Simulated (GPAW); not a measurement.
Band structure of RbTeO3 (Pm-3m, 5 atoms in the cell).

```
RbTeO3
1.0
    4.16775     0.00000     0.00000
    0.00000     4.16775     0.00000
    0.00000     0.00000     4.16775
Rb Te O
1 1 3
Direct
  0.00000   0.00000   0.00000
  0.50000   0.50000   0.50000
  0.50000   0.50000   0.00000
  0.00000   0.50000   0.50000
  0.50000   0.00000   0.50000
```

Level of theory: PBEsol, GPAW PAW datasets PBEsol (made by gpaw-setup) (plane waves; GPAW 25.7.0).

Settings: mode = pw; ecut = 950 eV; xc = PBEsol; kpts = 6 6 6; mesh shift (steps) = 0 0 0; occupations.name = methfessel-paxton; occupations.width = 0.1 eV; occupations.order = 0; nbands = -13; convergence.forces = 0.001 eV/Å; symmetry.symmorphic = false; symmetry.tolerance = 0.0005; maxiter = 150; bandpath_npoints = 40.

The starting cell comes from a database of computed structures (which also holds hypothetical and non-ambient phases and stackings), without a prior relaxation at this level. Its lattice was rescaled by a random factor within 2.5 % of one. Spin-orbit coupling is off.

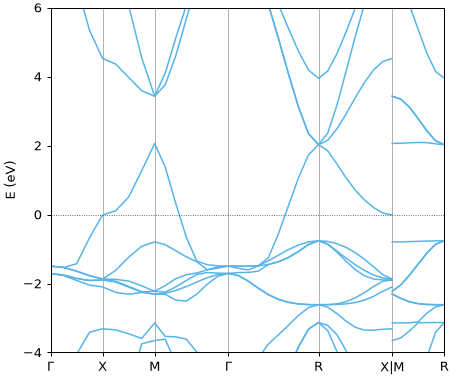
Figure: Bands along the path, energies from the Fermi level.

Levels in eV from the Fermi level, bands 13 to 20:
```json
[
 {"point": "Γ", "13": "-1.71", "14": "-1.71", "15": "-1.49", "16": "-1.49", "17": "-1.49", "18": "6.58", "19": "6.99", "20": "6.99"},
 {"point": "X", "13": "-1.90", "14": "-1.90", "15": "-1.87", "16": "-1.87", "17": "-0.01", "18": "4.52", "19": "7.56", "20": "7.56"},
 {"point": "M", "13": "-2.31", "14": "-2.23", "15": "-2.23", "16": "-0.79", "17": "2.06", "18": "3.43", "19": "3.43", "20": "6.85"},
 {"point": "R", "13": "-2.61", "14": "-0.76", "15": "-0.76", "16": "-0.76", "17": "2.02", "18": "2.02", "19": "2.02", "20": "3.95"}
]
```

Bands cross the Fermi level along this path, so the cell is metallic at this level.
